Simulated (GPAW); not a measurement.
Band structure of Mg6AlSi (Amm2, 8 atoms in the cell).

```
CELL_PARAMETERS angstrom
      5.15318     0.00000     0.00000
      0.00000     3.03442     5.28658
      0.00000    -3.03442     5.28658
ATOMIC_POSITIONS crystal
  Mg 0.00000 0.34044 0.83104
  Mg 0.00000 0.83104 0.34044
  Mg 0.00000 0.33250 0.33250
  Mg 0.50000 0.16202 0.66768
  Mg 0.50000 0.66768 0.16202
  Mg 0.50000 0.16730 0.16730
  Al 0.00000 0.83076 0.83076
  Si 0.50000 0.66825 0.66825
```

Computed with PBEsol, GPAW PAW datasets PBEsol (made by gpaw-setup) (plane waves; GPAW).

Settings: mode = pw; ecut = 850 eV; xc = PBEsol; kpts = 3 3 3; mesh shift (steps) = 0 0 0; occupations.name = fermi-dirac; occupations.width = 0.1 eV; nbands = -12; convergence.density = 1e-05 e/electron; convergence.energy = 1e-05 eV/electron; symmetry.symmorphic = false; symmetry.tolerance = 0.0005; maxiter = 100; bandpath_npoints = 40.

The starting cell comes from a database of computed structures (which also holds hypothetical and non-ambient phases and stackings), without a prior relaxation at this level.

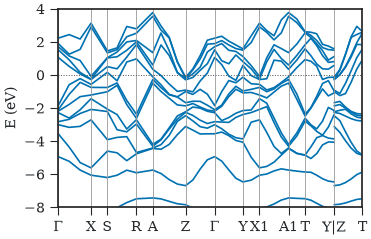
Figure: Bands along the path, energies from the Fermi level.

Levels in eV from the Fermi level, bands 30 to 37:
```csv
point,30,31,32,33,34,35,36,37
Γ,-2.28,-2.19,-2.10,-1.85,1.06,1.52,1.70,1.89
X,-1.44,-1.21,-0.75,-0.57,-0.28,-0.25,-0.09,2.90
S,-2.07,-1.02,-0.76,0.15,0.50,1.03,1.04,1.33
R,-2.71,-2.62,-2.37,0.97,1.84,2.00,2.08,2.52
A,-4.19,-0.49,-0.28,-0.11,0.34,0.60,1.35,3.55
Z,-2.23,-1.87,-1.68,-1.01,-0.92,-0.29,-0.23,-0.20
Y,-2.15,-1.09,-0.97,-0.14,0.58,0.81,1.12,1.50
X1,-1.44,-1.21,-0.75,-0.57,-0.28,-0.25,-0.09,2.90
A1,-4.19,-0.49,-0.28,-0.11,0.34,0.60,1.35,3.55
T,-2.62,-2.49,-2.38,0.93,1.58,1.83,2.55,2.58
```

Bands cross the Fermi level along this path, so the cell is metallic at this level.
